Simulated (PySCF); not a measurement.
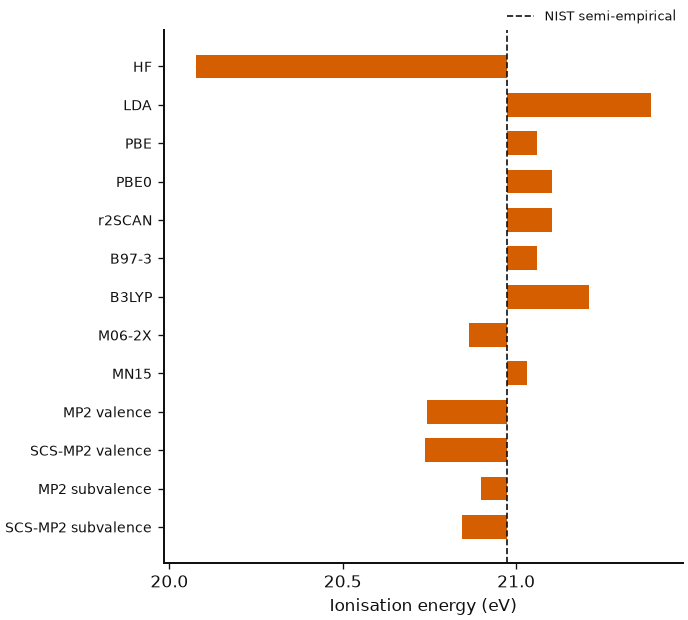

The ionisation energy of an atom or ion with 53 electrons in the configuration [Kr] 4d¹⁰ 5s² 5p⁵ by several methods. PySCF, x2c-TZVPPall plus 1 diffuse shell for each l, spin-free X2C-1e, unrestricted single determinants, no spin-orbit coupling. Methods marked “valence” freeze 46 core electrons; methods marked “subvalence” freeze 28 core electrons.

### Which atom or ion is it?

Xe⁺. The values run from 20.08 eV (HF) to 21.39 eV (LDA). The NIST semi-empirical value is 20.98 eV; nearest to it come MN15 (+0.06) and MP2 subvalence (−0.08), furthest HF (−0.90 eV). These values lack spin-orbit coupling; with the first-order correction of −0.042 eV added, MN15 comes nearest (+0.02).
